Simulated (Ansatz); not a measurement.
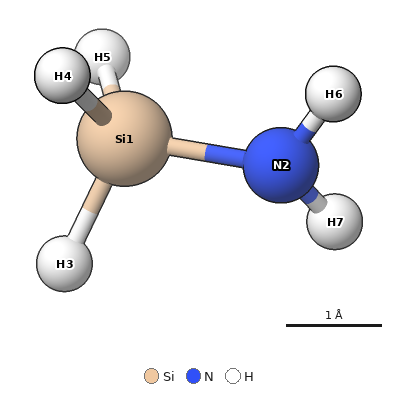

**Figure 1.** The input geometry (ball-and-stick view, seen at a tilt; atoms are numbered from 1 in the order of the input).

## Run report: SiNH5, geometry relaxation (part 1 of 2)

The run: geometry relaxation of SiNH5, multiplicity 3, SMILES [SiH3]N. Method and program: FCI/ANO-RCC-MB, ROHF (Ansatz 0.2.0).

The geometry comes from this level: PBE0-D4/def2-TZVP. Figures and captions count atoms from 1; the log counts them from 0 in places.

Log
```
The last accepted step is kept in runs//last_step.txt (removed where the run ends without a failure and the disk answers)
Functional definition: HF
  name "HF"
  exchange = exact_x
  correlation = 0
these checks for a lower state are left out or cut short: cluster_reference
155 factors; integrals over basis functions are off by at most 2.8e0 eV
mean field evaluation 1: about -9358.6369 eV, gradient 8.2e0 eV
mean field evaluation 2: about -9359.6208 eV, gradient 5.7e0 eV
mean field evaluation 4: about -9359.7841 eV, gradient 4.6e-1 eV
mean field -9359.78865764 eV, -343.9658888755 hartree, gradient 2.8e-6 eV, S^2 2.000000; 0 other end points of the search recorded, 0 dependent functions left out
6 core orbitals not correlated: weight in the atoms' cores, before any rotation towards them, 1.000 or more for the frozen orbitals, at most 0.000 for the correlated occupied ones
reference -9359.78865764 eV, -343.9658888755 hartree; 8, 6 occupied and 5, 7 virtual orbitals, 155 factors
state -9362.69356572 eV, -344.0726422785 hartree
the calculation of the forces begins
mean field evaluation 8: about -9359.7887 eV, gradient 2.8e-6 eV
WARN: the results are in doubt because the basis set is contracted for relativity, which is off
relax step   1: F+E_penalty+E_count = -9362.69356572 eV  Δ(F+E_penalty+E_count) = +0.000e0 eV  max|allowed force component| = 7.064e0 eV/Å  Δτ_max = 0.0000 Å  (31 SCF iters, accepted)
these checks for a lower state are left out or cut short: starts, cluster_reference, orbital_swaps, neighbouring_geometries, increment
155 factors; integrals over basis functions are off by at most 2.8e0 eV
mean field -9362.01293979 eV, -344.0476297368 hartree, gradient 2.6e-6 eV, S^2 2.000000; 0 other end points of the search recorded, 0 dependent functions left out
[... from here on the field's lines of each further geometry are left out, up to the last ...]
WARN: the results are in doubt because the basis set is contracted for relativity, which is off
relax step   2: F+E_penalty+E_count = -9365.26227410 eV  Δ(F+E_penalty+E_count) = -2.569e0 eV  max|allowed force component| = 3.588e0 eV/Å  Δτ_max = 0.1949 Å  (29 SCF iters, accepted)
WARN: the results are in doubt because the basis set is contracted for relativity, which is off
relax step   3: F+E_penalty+E_count = -9366.13975312 eV  Δ(F+E_penalty+E_count) = -8.775e-1 eV  max|allowed force component| = 1.596e0 eV/Å  Δτ_max = 0.1946 Å  (35 SCF iters, accepted)
WARN: the results are in doubt because the basis set is contracted for relativity, which is off
relax step   4: F+E_penalty+E_count = -9366.53434799 eV  Δ(F+E_penalty+E_count) = -3.946e-1 eV  max|allowed force component| = 1.257e0 eV/Å  Δτ_max = 0.1945 Å  (30 SCF iters, accepted)
WARN: the results are in doubt because the basis set is contracted for relativity, which is off
relax step   5: F+E_penalty+E_count = -9366.54061056 eV  Δ(F+E_penalty+E_count) = -6.263e-3 eV  max|allowed force component| = 1.109e0 eV/Å  Δτ_max = 0.1976 Å  (29 SCF iters, accepted)
WARN: the results are in doubt because the basis set is contracted for relativity, which is off
relax step   6: F+E_penalty+E_count = -9366.75436488 eV  Δ(F+E_penalty+E_count) = -2.138e-1 eV  max|allowed force component| = 4.181e-1 eV/Å  Δτ_max = 0.1426 Å  (30 SCF iters, accepted)
WARN: the results are in doubt because the basis set is contracted for relativity, which is off
relax step   7: F+E_penalty+E_count = -9366.80476660 eV  Δ(F+E_penalty+E_count) = -5.040e-2 eV  max|allowed force component| = 2.519e-1 eV/Å  Δτ_max = 0.0907 Å  (29 SCF iters, accepted)
WARN: the results are in doubt because the basis set is contracted for relativity, which is off
relax step   8: F+E_penalty+E_count = -9366.82276290 eV  Δ(F+E_penalty+E_count) = -1.800e-2 eV  max|allowed force component| = 1.391e-1 eV/Å  Δτ_max = 0.0469 Å  (31 SCF iters, accepted)
WARN: the results are in doubt because the basis set is contracted for relativity, which is off
relax step   9: F+E_penalty+E_count = -9366.82563773 eV  Δ(F+E_penalty+E_count) = -2.875e-3 eV  max|allowed force component| = 1.990e-1 eV/Å  Δτ_max = 0.0704 Å  (25 SCF iters, accepted)
WARN: the results are in doubt because the basis set is contracted for relativity, which is off
relax step  10: F+E_penalty+E_count = -9366.83012075 eV  Δ(F+E_penalty+E_count) = -4.483e-3 eV  max|allowed force component| = 3.136e-2 eV/Å  Δτ_max = 0.0268 Å  (26 SCF iters, accepted)
WARN: the results are in doubt because the basis set is contracted for relativity, which is off
relax step  11: F+E_penalty+E_count = -9366.83037401 eV  Δ(F+E_penalty+E_count) = -2.533e-4 eV  max|allowed force component| = 1.307e-2 eV/Å  Δτ_max = 0.0081 Å  (26 SCF iters, accepted)
WARN: the results are in doubt because the basis set is contracted for relativity, which is off
relax step  12: F+E_penalty+E_count = -9366.83038899 eV  Δ(F+E_penalty+E_count) = -1.499e-5 eV  max|allowed force component| = 2.853e-3 eV/Å  Δτ_max = 0.0011 Å  (23 SCF iters, accepted)
WARN: the results are in doubt because the basis set is contracted for relativity, which is off
relax step  13: F+E_penalty+E_count = -9366.83057456 eV  Δ(F+E_penalty+E_count) = -1.856e-4 eV  max|allowed force component| = 1.455e-2 eV/Å  Δτ_max = 0.0248 Å  (24 SCF iters, accepted)
WARN: the results are in doubt because the basis set is contracted for relativity, which is off
relax step  14: F+E_penalty+E_count = -9366.83224017 eV  Δ(F+E_penalty+E_count) = -1.666e-3 eV  max|allowed force component| = 9.630e-2 eV/Å  Δτ_max = 0.0598 Å  (28 SCF iters, accepted)
WARN: the results are in doubt because the basis set is contracted for relativity, which is off
relax step  15: F+E_penalty+E_count = -9366.83701169 eV  Δ(F+E_penalty+E_count) = -4.772e-3 eV  max|allowed force component| = 5.275e-2 eV/Å  Δτ_max = 0.0692 Å  (29 SCF iters, accepted)
WARN: the results are in doubt because the basis set is contracted for relativity, which is off
relax step  16: F+E_penalty+E_count = -9366.83786899 eV  Δ(F+E_penalty+E_count) = -8.573e-4 eV  max|allowed force component| = 2.842e-2 eV/Å  Δτ_max = 0.0119 Å  (24 SCF iters, accepted)
WARN: the results are in doubt because the basis set is contracted for relativity, which is off
relax step  17: F+E_penalty+E_count = -9366.84411405 eV  Δ(F+E_penalty+E_count) = -6.245e-3 eV  max|allowed force component| = 2.326e-1 eV/Å  Δτ_max = 0.2000 Å  (30 SCF iters, accepted)
WARN: the results are in doubt because the basis set is contracted for relativity, which is off
relax step  18: F+E_penalty+E_count = -9366.84380647 eV  Δ(F+E_penalty+E_count) = +3.076e-4 eV  max|allowed force component| = 5.507e-2 eV/Å  Δτ_max = 0.1128 Å  (30 SCF iters, rejected (line search))
WARN: the results are in doubt because the basis set is contracted for relativity, which is off
relax step  19: F+E_penalty+E_count = -9366.84876049 eV  Δ(F+E_penalty+E_count) = -4.646e-3 eV  max|allowed force component| = 3.267e-2 eV/Å  Δτ_max = 0.0563 Å  (24 SCF iters, accepted)
WARN: the results are in doubt because the basis set is contracted for relativity, which is off
relax step  20: F+E_penalty+E_count = -9366.84930237 eV  Δ(F+E_penalty+E_count) = -5.419e-4 eV  max|allowed force component| = 1.075e-2 eV/Å  Δτ_max = 0.0340 Å  (24 SCF iters, accepted)
WARN: the results are in doubt because the basis set is contracted for relativity, which is off
relax step  21: F+E_penalty+E_count = -9366.84883193 eV  Δ(F+E_penalty+E_count) = +4.704e-4 eV  max|allowed force component| = 6.579e-2 eV/Å  Δτ_max = 0.0414 Å  (24 SCF iters, rejected (line search))
WARN: the results are in doubt because the basis set is contracted for relativity, which is off
relax step  22: F+E_penalty+E_count = -9366.84940117 eV  Δ(F+E_penalty+E_count) = -9.880e-5 eV  max|allowed force component| = 1.309e-2 eV/Å  Δτ_max = 0.0198 Å  (24 SCF iters, accepted)
WARN: the results are in doubt because the basis set is contracted for relativity, which is off
relax step  23: F+E_penalty+E_count = -9366.84940450 eV  Δ(F+E_penalty+E_count) = -3.327e-6 eV  max|allowed force component| = 1.110e-2 eV/Å  Δτ_max = 0.0098 Å  (25 SCF iters, accepted)
6 core orbitals not correlated: weight in the atoms' cores, before any rotation towards them, 1.000 or more for the frozen orbitals, at most 0.000 for the correlated occupied ones
reference -9363.54975607 eV, -344.1041066935 hartree; 8, 6 occupied and 5, 7 virtual orbitals, 155 factors
state -9366.84942255 eV, -344.2253672002 hartree
the calculation of the forces begins
WARN: the results are in doubt because the basis set is contracted for relativity, which is off
relax step  24: F+E_penalty+E_count = -9366.84942255 eV  Δ(F+E_penalty+E_count) = -1.805e-5 eV  max|allowed force component| = 1.367e-3 eV/Å  Δτ_max = 0.0022 Å  (23 SCF iters, accepted)
```

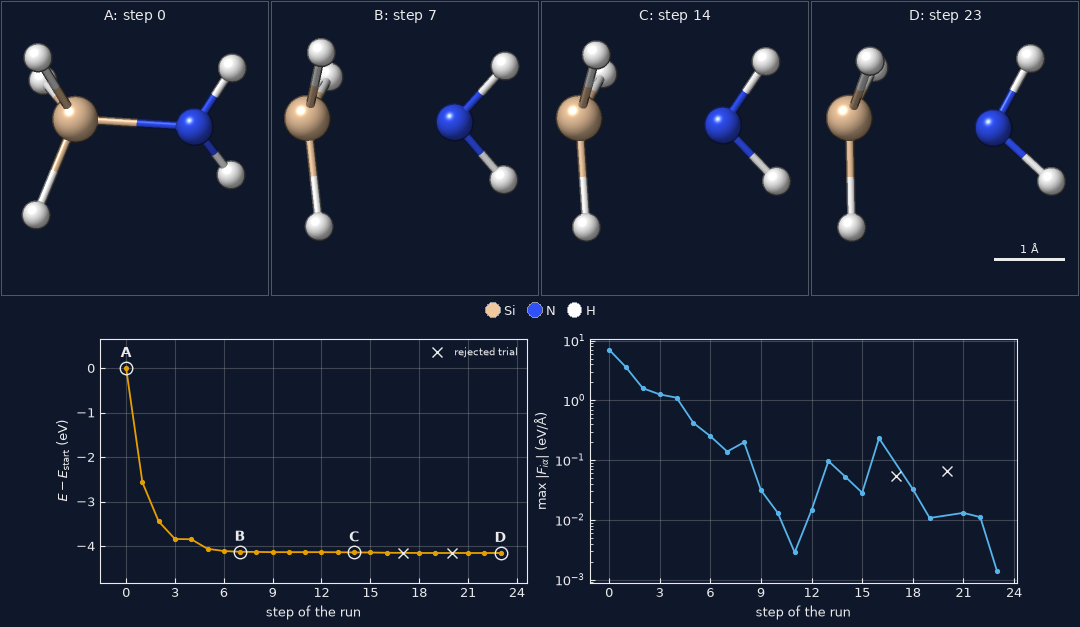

**Figure 2.** Frames of the relaxation (ball-and-stick view, seen at a tilt) above the curves, on which the letters mark them (the first geometry is step 0 here and step 1 in the log).

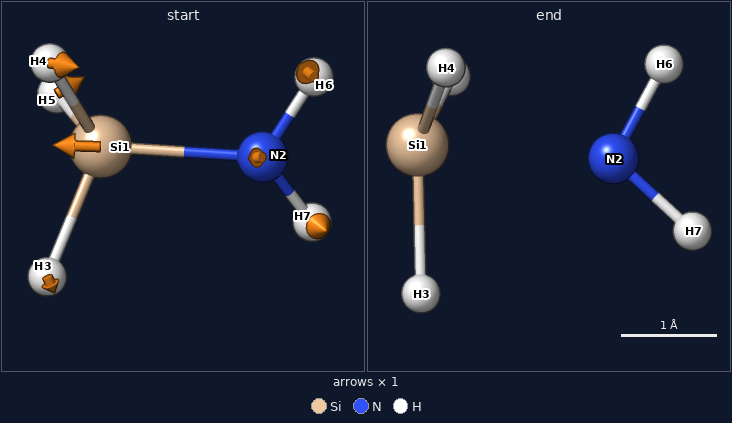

**Figure 3.** Before (left) and after (right) the relaxation, at one scale (ball-and-stick view, seen at a tilt). The orange arrows give the displacements, at true length. Si1 moves most after the best rigid fit: 0.52 Å. By element the largest moves are Si 0.52 Å, H 0.43 Å, N 0.23 Å. Distances before and after: Si1–N2 1.720 → 2.068 Å, N2–H6 1.007 → 1.127 Å, Si1–H4 1.486 → 1.576 Å, Si1–H3 1.486 → 1.566 Å. Among the angles that change: H3–Si1–H5 107.3° → 118.9°, H4–Si1–H5 107.3° → 116.0°, H3–Si1–H4 110.5° → 118.9°. Over 23 geometry steps the energy falls by 4.156 eV. Largest force component: 7.1 eV/Å at the start, 0.0014 eV/Å at the end. The line search rejected the trial steps at points 17, 20 (counted from 0) and went back. (Atoms are counted from 1 in the order of the input.)

```
these checks for a lower state are left out or cut short: cluster_reference
155 factors; integrals over basis functions are off by at most 2.9e0 eV
mean field -9363.54975607 eV, -344.1041066935 hartree, gradient 1.7e-6 eV, S^2 2.000000; 1 other end points of the search recorded, 0 dependent functions left out
6 core orbitals not correlated: weight in the atoms' cores, before any rotation towards them, 1.000 or more for the frozen orbitals, at most 0.000 for the correlated occupied ones
reference -9363.54975607 eV, -344.1041066935 hartree; 8, 6 occupied and 5, 7 virtual orbitals, 155 factors
state -9366.84942255 eV, -344.2253672002 hartree
the calculation of the forces begins
WARN: the results are in doubt because the basis set is contracted for relativity, which is off
Total energy: -9366.84942255 eV, -344.2253672002 hartree
Atom 0 at    -0.746269    -0.524361    -0.744189 Å, force     0.000242     0.000110     0.000341 eV/Å
Atom 1 at     0.611081     0.324700     0.564066 Å, force    -0.001367    -0.000306    -0.000807 eV/Å
Atom 2 at     0.174134    -1.787633    -0.653132 Å, force    -0.000188     0.000077    -0.000317 eV/Å
Atom 3 at    -1.704370    -0.191622     0.462594 Å, force     0.000307     0.000026    -0.000014 eV/Å
Atom 4 at    -0.269248     0.704919    -1.608099 Å, force     0.000113    -0.000316     0.000008 eV/Å
Atom 5 at     0.370155     1.386103     0.855998 Å, force     0.000098     0.000365     0.000288 eV/Å
Atom 6 at     1.564526     0.087913     1.122742 Å, force     0.000795     0.000044     0.000500 eV/Å
Dipole moment:     0.521614     0.409907     0.538913 e Å
In doubt: the basis set is contracted for relativity, which is off
Checks for a lower state left out: cluster_reference
```

Trajectory as extended XYZ (Å, eV, eV/Å), 24 frames, from step=1 to step=24
```
7
Properties=species:S:1:pos:R:3:forces:R:3 step=1 energy=-9362.69357
Si   -0.4130   -0.2927   -0.4224   -5.7623  -3.5125  -7.0640
N     0.6118    0.3487    0.8013    0.5466  -0.8055   3.0176
H    -0.0183   -1.7063   -0.6533    0.8187  -0.6660   0.5034
H    -1.8132   -0.2171    0.0689   -0.4453   0.3812   1.0106
H    -0.3679    0.4027   -1.7440   -0.0408   0.5462  -1.2286
H     0.3916    1.2382    1.2195   -1.3591   5.1859   3.4081
H     1.6091    0.2265    0.7299    6.2423  -1.1293   0.3528
7
Properties=species:S:1:pos:R:3:forces:R:3 step=2 energy=-9365.26227
Si   -0.4917   -0.3141   -0.5733   -3.5325  -2.5142  -3.5876
N     0.6289    0.3979    0.7420    1.6218   1.1721   1.6093
H     0.0550   -1.7451   -0.6084    0.5222   0.1951   0.2020
H    -1.8345   -0.1776    0.1518    0.2187   0.4447   0.3226
H    -0.4397    0.4040   -1.9251   -0.0271   0.1676  -0.4127
H     0.3589    1.2842    1.3809   -0.1891   0.9209   1.2491
H     1.7232    0.1506    0.8322    1.3861  -0.3862   0.6173
7
Properties=species:S:1:pos:R:3:forces:R:3 step=3 energy=-9366.13975
Si   -0.6165   -0.4081   -0.6892   -1.3707  -0.8824  -1.5956
N     0.6633    0.4785    0.6607    0.7349   0.1498   1.5184
H     0.1434   -1.7538   -0.5956    0.1959   0.3480   0.3116
H    -1.8443   -0.1052    0.2038    0.4305   0.1536   0.2173
H    -0.4702    0.4010   -1.9945    0.1511   0.1119   0.1481
H     0.3577    1.2791    1.4906    0.5524  -0.4587  -0.5506
H     1.7666    0.1086    0.9242   -0.6941   0.5777  -0.0490
7
Properties=species:S:1:pos:R:3:forces:R:3 step=4 energy=-9366.53435
Si   -0.7376   -0.4931   -0.8155   -0.5115  -0.7703   0.3172
N     0.6072    0.4084    0.6657    0.8632   0.7390   0.6250
H     0.2174   -1.7124   -0.5203    0.0520   0.3448  -0.1200
H    -1.7803   -0.0553    0.2831    0.2557   0.1785  -0.1990
H    -0.4296    0.4572   -2.0086    0.3249   0.1929   0.4065
H     0.3841    1.2602    1.4700    0.2727  -0.9773  -0.8216
H     1.7387    0.1350    0.9255   -1.2570   0.2923  -0.2080
```
